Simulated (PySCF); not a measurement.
Consider C₄H₉ClO₃Si (SMILES CC(=O)O[C@H](CCl)O[SiH3]).

Input

```
{"job": {"kind": "nmr", "xc": "PBE0", "basis": "pcSseg-1"}, "charge": 0, "multiplicity": 1}
C      2.779215    -1.107556    -0.502960
C      1.389325    -0.663986    -0.859246
O      0.736715    -1.069646    -1.778839
O      0.959053     0.289373    -0.004643
C     -0.374476     0.750580    -0.193572
C     -0.481358     2.060534     0.582357
Cl    -2.000187     2.860070     0.167639
O     -1.252197    -0.170022     0.298937
Si    -2.386359    -1.046825    -0.496100
H      3.088910    -1.907173    -1.168796
H      3.459728    -0.264234    -0.593247
H      2.797216    -1.446688     0.529518
H     -0.528838     0.924925    -1.270050
H      0.340581     2.726390     0.323202
H     -0.486116     1.848741     1.651128
H     -2.962564    -1.682535     0.677808
H     -1.792456    -1.969088    -1.455947
H     -3.294950    -0.126542    -1.183605
```

Command:

```sh
OMP_NUM_THREADS=1 python probes_run.py task.json out
```

Geometry: GFN2-xTB.

These are results of PBE0/pcSseg-1, SCF density, gas phase, non-relativistic (PySCF 2.14.0), not measurements.

**What will maps of the electron density and electron localisation function show?**

C–O (1.20 Å): ρ is about 3.4 e/Å³ halfway; the ELF peaks at about 0.85 between the atoms: a short, multiple covalent bond.
C–C (1.50 Å): ρ is about 1.8 e/Å³ halfway; the ELF peaks at about 0.95 between the atoms: localised, covalent bonding.
C–H (1.09 Å): ρ is about 2 e/Å³ halfway; the ELF climbs to about 1 towards the hydrogen, as it does in any bond to H; an ordinary covalent bond to hydrogen.
C–O (1.35 Å): the density is about 2.4 e/Å³ at the midpoint, with its minimum of 2 e/Å³ about 0.5 Å from C; the ELF peaks at about 0.85 between the atoms, as expected for a polar covalent bond.

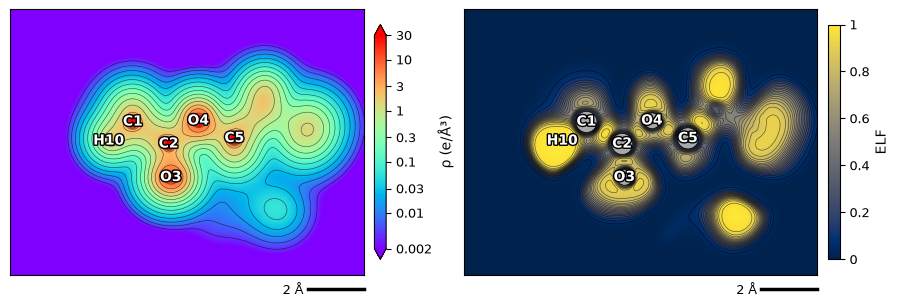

Computed electron density and electron localisation function on the plane of atoms C2, O4 and C5, in this order. Grey discs cover the atomic cores in the ELF map. 
